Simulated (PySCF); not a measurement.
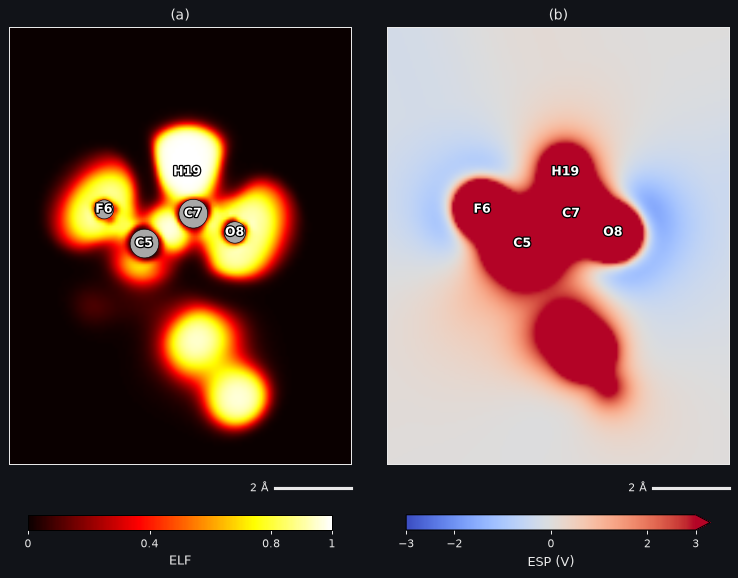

Figure 1: C5H11FOSi. (a) ELF; (b) electrostatic potential on the plane of atoms O8, C7 and H19. Grey discs cover the atomic cores in the ELF map.

Geometry: GFN2-xTB.

Level of theory: PBE0/pcSseg-1, SCF density, gas phase, non-relativistic (PySCF).

Input

```
{"job": {"kind": "nmr", "xc": "PBE0", "basis": "pcSseg-1"}, "charge": 0, "multiplicity": 1}
C     -1.149467     1.689238     0.974509
Si    -1.038017     0.426264    -0.437665
C     -1.595607    -1.308862     0.099337
C      0.737521     0.383041    -1.178229
C      1.628672    -0.708443    -0.610937
F      2.825435    -0.768594    -1.308979
C      1.942703    -0.491055     0.842965
O      1.115657    -0.377231     1.701918
H     -0.785711     2.663954     0.662028
H     -0.566747     1.375986     1.834876
H     -2.177402     1.813807     1.299999
H     -1.889780     0.871610    -1.559736
H     -1.049027    -1.646610     0.974263
H     -1.455019    -2.040294    -0.691526
H     -2.650500    -1.306704     0.354911
H      0.676912     0.220833    -2.254395
H      1.233915     1.342786    -1.032567
H      1.161209    -1.694542    -0.735380
H      3.025449    -0.435934     1.057146
```

Command:

```sh
OMP_NUM_THREADS=1 python probes_run.py task.json out
```

What do the fields say about this system?

Atoms in the plane: C, F, O and H. C–O (1.20 Å): the ELF peaks at about 0.85 between the atoms; a short, multiple covalent bond. C–F (1.39 Å): the ELF peaks at about 0.80 between the atoms, as expected for a polar covalent bond. C–C (1.50 Å): the ELF peaks at about 0.95 between the atoms: a shared electron pair. C–H (1.11 Å): the ELF climbs to about 1 towards the hydrogen, as it does in any bond to H: a covalent bond by its length. The ELF also peaks beside O8 and F6, away from the bonds: lone-pair regions. Outside the dense part of the molecule the potential is most negative (−1.6 V) near O8.
